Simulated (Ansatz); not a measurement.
# GeH10N2Si2 (SMILES [NH2][GeH2][N]([SiH3])[SiH3]): what the fields show

```yaml
atoms:
  - { symbol: N, position_ang: [-1.8942, -0.0557, -1.1342] }
  - { symbol: Ge, position_ang: [-1.0170, -1.2326, 0.0213] }
  - { symbol: N, position_ang: [0.6212, -0.5461, 0.6122] }
  - { symbol: Si, position_ang: [0.3037, 0.9367, 1.5691] }
  - { symbol: Si, position_ang: [1.5985, -0.0885, -0.8195] }
  - { symbol: H, position_ang: [-1.3062, 0.0356, -1.9919] }
  - { symbol: H, position_ang: [-1.9175, 0.8799, -0.6728] }
  - { symbol: H, position_ang: [-0.7678, -2.5722, -0.7173] }
  - { symbol: H, position_ang: [-1.9247, -1.5122, 1.2463] }
  - { symbol: H, position_ang: [-0.2458, 2.0012, 0.7157] }
  - { symbol: H, position_ang: [1.5627, 1.4104, 2.1632] }
  - { symbol: H, position_ang: [-0.6463, 0.6341, 2.6502] }
  - { symbol: H, position_ang: [2.9368, 0.3351, -0.3811] }
  - { symbol: H, position_ang: [0.9618, 1.0211, -1.5461] }
  - { symbol: H, position_ang: [1.7347, -1.2469, -1.7152] }
```

Not at a stationary point (largest force 1.3 eV/Å).

All numbers below come from SCF PBE0, Gaussian basis (Ansatz).

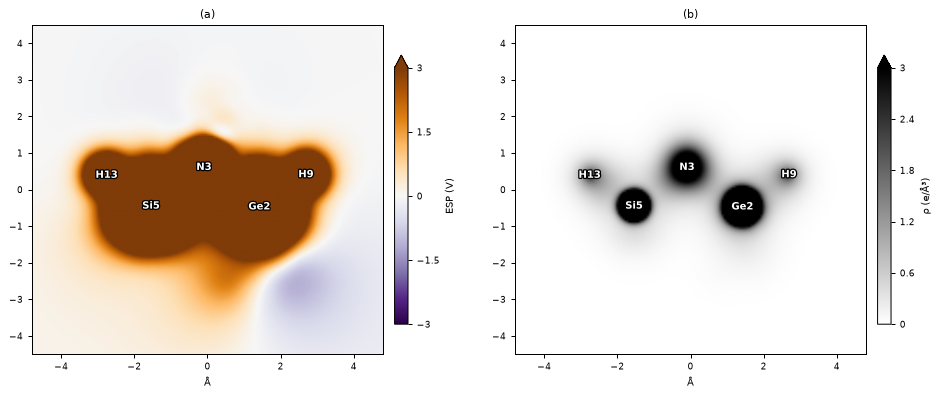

Figure 1. (a) electrostatic potential; (b) total electron density on the plane of atoms N3, Si5 and H13.

What does the map show?

The section cuts through Ge, N, Si and H sites.
Si–N (1.79 Å): the density is about 0.97 e/Å³ at the midpoint.
Ge–N (1.87 Å): the density is about 0.89 e/Å³ at the midpoint.
Si–H (1.47 Å): the density is about 0.8 e/Å³ at the midpoint.
Ge–H (1.55 Å): the density is about 1.1 e/Å³ at the midpoint.
Outside the dense part of the molecule the potential is most negative (−1.1 V) near N1, which lies off the plane.

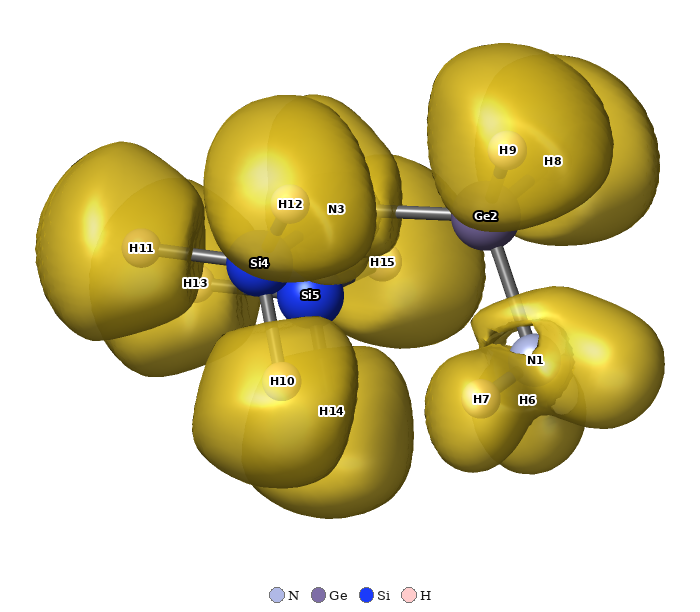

Figure 2. Isosurface of the electron localisation function at 0.75 (yellow), seen from one side. Only the valence region is drawn (cores and ρ < 0.01 e/Å³ removed).

What do the ELF domains correspond to?

At this value the surface marks out eight regions around hydrogen nuclei, one region on N in which the atom's valence shell and bonds are merged and one joined region spread over several atoms (H, N), in which their bonds and any lone pairs are merged. Profiles from the grid: Si–N (1.79 Å): the ELF peaks at about 0.90 between the atoms; a shared but strongly polarised pair. Ge–N (1.87 Å): the ELF peaks at about 0.90 in the valence shell of N, 0.7 Å from its nucleus, and is about 0.45 at the midpoint.

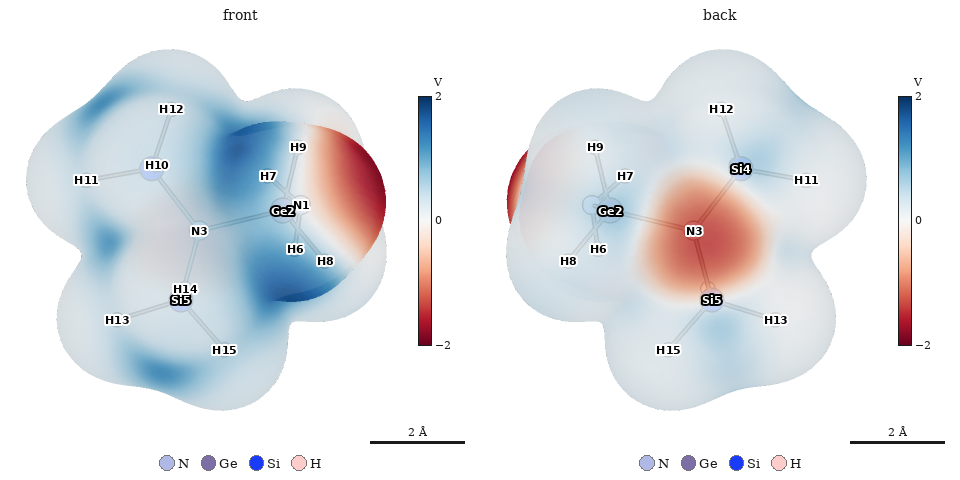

Figure 3. The electrostatic potential painted on the density surface at 0.002 e/bohr³, seen from the front and from behind; the colour scale runs from red (negative) to blue (positive).

Where is the surface potential most negative and most positive?

The most negative region (about −1.8 V) lies over N1, the most positive (about +1.7 V) over H6 and H7. N1 is the likeliest acceptor of a hydrogen bond.

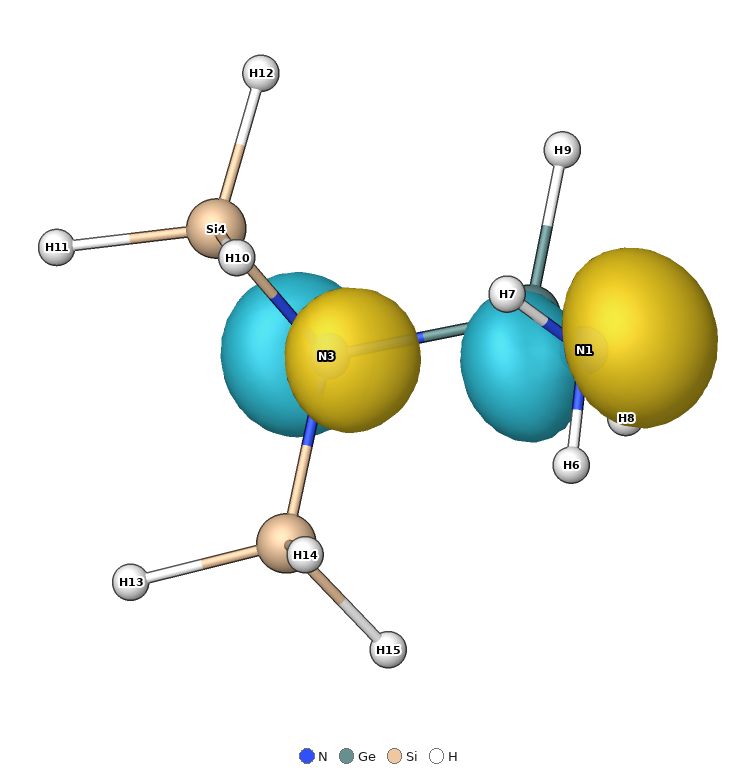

Figure 4. The HOMO at ±0.2 Å⁻³ᐟ² (yellow and cyan are the two phases), seen across its widest extent.

What is the character of this orbital?

Its weight (Hirshfeld) is mainly on N1 (about 45 %), N3 (about 30 %) and Ge2 (about 5 %); largely a combination of lone pairs on N1 and N3. Its energy is −7.25 eV.
